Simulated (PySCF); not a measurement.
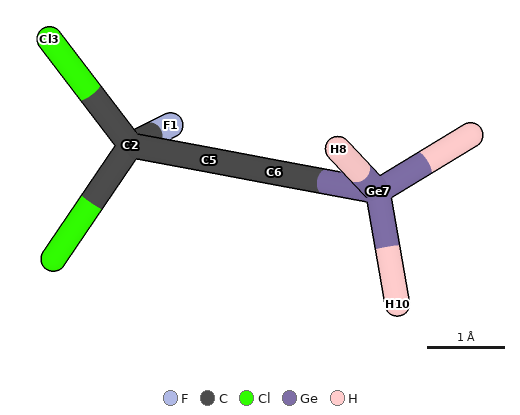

Figure 1. The input geometry (stick view, seen at a tilt; atoms are numbered from 1 in the order of the input). Sticks mark near contacts. Bond lengths as drawn: C–C 1.21 to 1.44 Å, C–Cl 1.79 Å, C–F 1.35 Å, C–Ge 1.90 Å and Ge–H 1.49 Å.

# C3H3Cl2FGe: excited-state calculation

C3H3Cl2FGe, SMILES FC(Cl)(Cl)C#[C][GeH3], computed with TDDFT B3LYP/def2-SVPD, vertical, gas phase, core orbitals frozen in the response (PySCF 2.14.0).

The geometry comes from this level: GFN2-xTB. It belongs to a series of runs on one base structure; here: C replaced by Ge.

Output
```
coarse grid: 48304 points
cycle   1  E = -3212.5269475168  dE =  3.511e-01  |g| = 8.480e-01  |ddm| = 7.571e+00
cycle   2  E = -3212.2339939418  dE =  2.930e-01  |g| = 1.484e+00  |ddm| = 4.647e+00
cycle   3  E = -3212.6419191136  dE = -4.079e-01  |g| = 2.989e-01  |ddm| = 3.637e+00
cycle   4  E = -3212.6610868062  dE = -1.917e-02  |g| = 9.145e-02  |ddm| = 5.887e-01
cycle   5  E = -3212.6628966740  dE = -1.810e-03  |g| = 3.682e-02  |ddm| = 2.366e-01
cycle   6  E = -3212.6631747774  dE = -2.781e-04  |g| = 4.032e-03  |ddm| = 8.861e-02
cycle   7  E = -3212.6631785646  dE = -3.787e-06  |g| = 9.983e-04  |ddm| = 2.076e-02
final grid: 97880 points
cycle   8  E = -3212.6631600491  dE =  6.902e-08  |g| = 1.181e-03  |ddm| = 9.146e-03
cycle   9  E = -3212.6631598013  dE =  2.478e-07  |g| = 1.625e-03  |ddm| = 1.058e-02
cycle  10  E = -3212.6631603446  dE = -5.433e-07  |g| = 2.922e-04  |ddm| = 5.239e-03
cycle  11  E = -3212.6631603639  dE = -1.930e-08  |g| = 7.098e-05  |ddm| = 6.341e-04
cycle  12  E = -3212.6631603651  dE = -1.210e-09  |g| = 9.117e-06  |ddm| = 1.094e-04
cycle  13  E = -3212.6631603651  dE = -1.501e-11  |g| = 2.062e-06  |ddm| = 2.200e-05
```

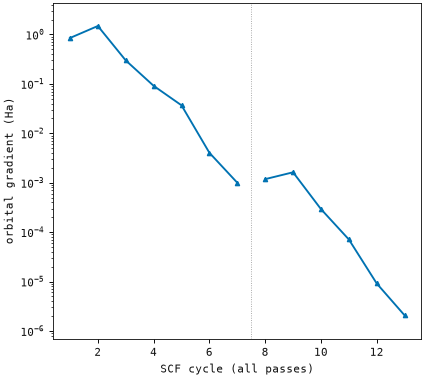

Figure 2. Convergence of the self-consistent field: orbital gradient against the SCF cycle. The dotted line marks the change from a coarse to the final integration grid. The first 7 cycles use a coarse grid, the final grid takes over at cycle 8, and the field converges after 13 cycles in all.

```
converged SCF energy = -3212.6631603651

Static polarisability (au): isotropic 98.067, principal 75.034 89.151 130.015

Singlet excitations
state   eV       nm        f      main configurations
  1   5.4628    227.0   0.00024   H->L 0.90
  2   5.6443    219.7   0.00574   H->L+1 0.52, H-1->L 0.44
  3   5.7015    217.5   0.00138   H-1->L+1 0.91
  4   6.3024    196.7   0.01921   H-2->L 0.88
  5   6.3308    195.8   0.08001   H-2->L+1 0.57, H-1->L 0.16, H->L+1 0.16
  6   6.4714    191.6   0.13395   H-2->L+1 0.38, H-1->L 0.22, H-1->L+2 0.12
  7   6.5908    188.1   0.00040   H-3->L 0.53, H->L+2 0.38
  8   6.9322    178.9   0.00245   H->L+2 0.53, H-3->L 0.40

Triplet excitations (Tamm-Dancoff, eV): 4.6735 4.9866 5.0708
```

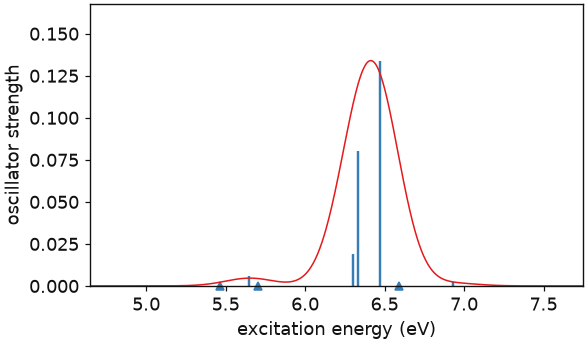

Figure 3. Computed excitations as sticks (degenerate states added up, dark ones marked on the axis), with a Gaussian envelope of 0.35 eV full width at half maximum, scaled to the tallest. Of the 8 states the lowest lies at 5.46 eV (f = 0.000); the strongest line is at 6.47 eV, or 192 nm (f = 0.134).

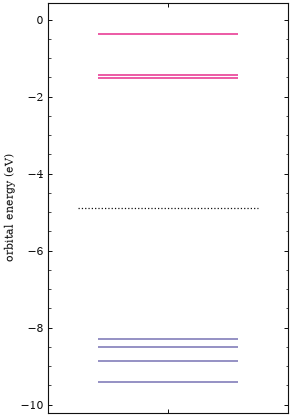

Figure 4. Orbital energies near the frontier; the dotted line parts filled from empty levels, and levels within 0.02 eV of each other stand side by side. Highest filled −8.29 eV, lowest empty −1.52 eV, 6.77 eV apart.

The run was set up as follows.

The input
```
{"job": {"kind": "uv", "xc": "B3LYP", "basis": "def2-SVPD", "nstates": 8, "ntriplets": 3}, "charge": 0, "multiplicity": 1}
F      2.746100    -0.895645    -0.771168
C      2.184346     0.002097     0.067493
Cl     2.735950    -0.389804     1.729133
Cl     2.798530     1.625657    -0.386142
C      0.746174    -0.019649     0.003142
C     -0.458427    -0.033384    -0.048863
Ge    -2.355618    -0.065318    -0.138549
H     -2.866077     0.211380     1.230755
H     -2.750453    -1.420197    -0.607246
H     -2.771643     0.989518    -1.101084
```

The first line tells a small driver script what to run in PySCF; the rest is the geometry in Å.

Run as:
```bash
OMP_NUM_THREADS=1 python <driver script> task.json out
```

Key numbers

```json
{"quantity": "outcome", "value": "converged"}
{"quantity": "total energy", "value": "−3212.663160 hartree"}
{"quantity": "HOMO", "value": "−8.29 eV"}
{"quantity": "LUMO", "value": "−1.52 eV"}
{"quantity": "dipole moment", "value": "2.83 D"}
{"quantity": "mean polarisability", "value": "98.07 a.u."}
{"quantity": "lowest singlet excitation", "value": "5.46 eV"}
{"quantity": "hardware", "value": "1 CPU thread, shared host"}
{"quantity": "wall time", "value": "42 s"}
{"quantity": "peak memory", "value": "0.81 GiB"}
```

Notes

Spin–orbit coupling is left out, which matters for the heavy atoms.
